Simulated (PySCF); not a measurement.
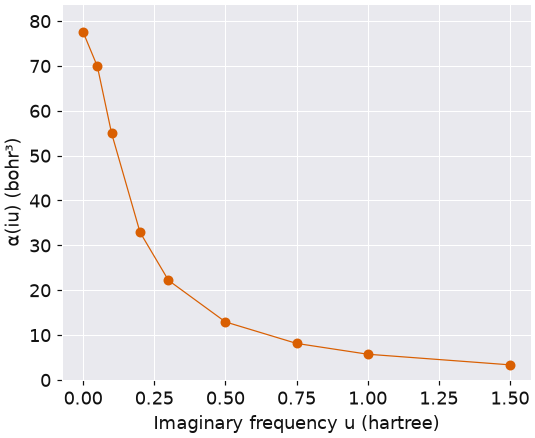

Dipole polarisability at imaginary frequency of an atom or ion with 42 electrons in the configuration [Kr] 4d⁵ 5s. Coupled response at the PBE0 level; PySCF, aug-cc-pwCVTZ-PP with a 28-electron core potential, unrestricted single determinants, no spin-orbit coupling.

Q: Which species is it, and what does the curve give?

A: The Mo atom. The static dipole polarisability is 77.5 bohr³ (the recommended value is 87.0); α(iu) falls to half of it near u = 0.17 hartree. The Casimir–Polder integral gives C₆ = 812 hartree bohr⁶ for two such species.
